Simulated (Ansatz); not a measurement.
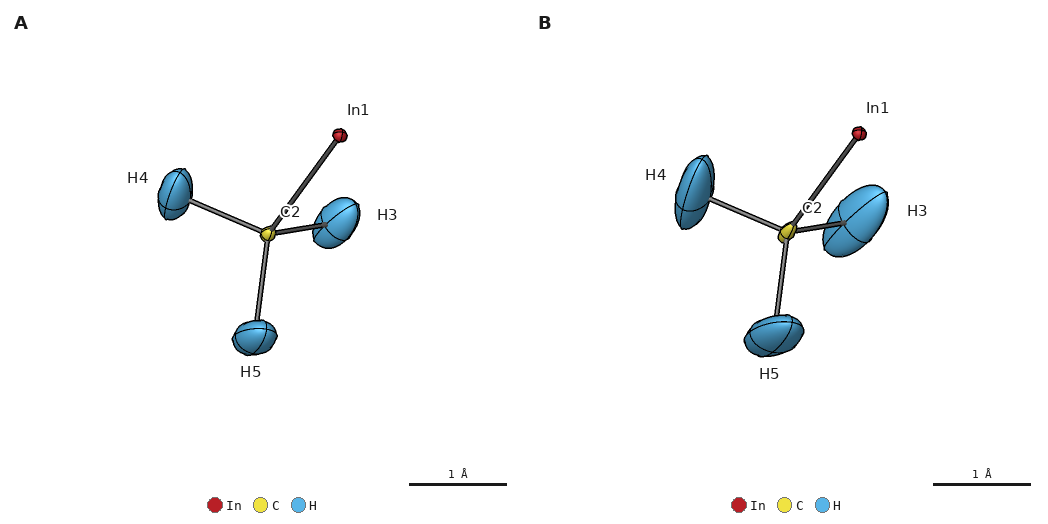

Displacement ellipsoids at the 50 % level, scaled by 1.5, from the internal vibrations of the free molecule (harmonic, no overall translation or rotation; no half-axis is drawn under 0.075 Å). Vibrations computed with RKS PBE0-D4/def2-TZVP, core potentials on In (Ansatz 0.2.0). One panel is for 200 K, the other for 900 K.

Which panel is for 900 K?

Answer. B.

How much does the mean-square displacement of C2 grow, and why?

Answer. U_eq goes from 0.0012 to 0.0031 Å², a factor of 2.5. Modes below kT (626 cm⁻¹ at 900 K) grow about in proportion to T, and the lowest lies at 430 cm⁻¹; the mean-square amplitude of a mode is its zero-point value times coth(ħω/2kT), which comes close to 1 only above about 3kT.
